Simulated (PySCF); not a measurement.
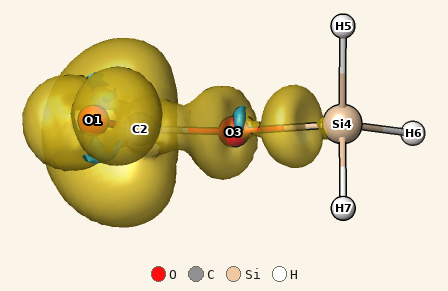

*CH₃O₂Si (SMILES O=[C]O[SiH3]) (doublet). Isosurfaces of the spin density (α minus β) at +0.02 (yellow) and −0.02 e/Å³ (cyan), seen from one side.*

Geometry: GFN2-xTB.

Computed with UKS B3LYP, pcH-1 on C H O Si, non-relativistic, mean-field spin-orbit, GIAO in PySCF 2.14.0, density-fitted response routines.

```xyz
7

O     2.0847   -0.3983    1.1533
C     1.7323   -0.5884    0.0284
O     0.6446   -0.3906   -0.6089
Si   -0.8680    0.2476   -0.1968
H    -1.4279   -0.5890    0.8567
H    -1.4964    0.1003   -1.4989
H    -0.6660    1.6233    0.2393
```

Which atoms carry the spin?

Answer. The unpaired spin (1 electron) lies mostly on C2 (about 0.6), O1 (about 0.2) and O3 (about 0.1), in electrons by Hirshfeld's partition.
